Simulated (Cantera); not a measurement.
A closed system holds: 1 mol Si, 3.1 mol Cl2, 0.78 mol H2, 1.5 mol HF, held at 0.390 bar.

These are equilibrium values from Cantera (NASA tables, ideal gas, pure condensed phases), not measurements of a reactor. Candidate condensed phases: Si; 37 gas species. The tables' values for SiCl3, SiF3 are old estimates; treat these amounts as uncertain. Kinetics and transport are ignored.

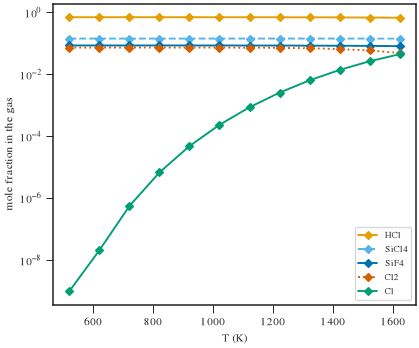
Figure. Equilibrium gas composition (values under 1e-9 drawn at 1e-9)

From 523 K to 1623 K nothing is condensed. The main Si-bearing gas is SiCl4 throughout.
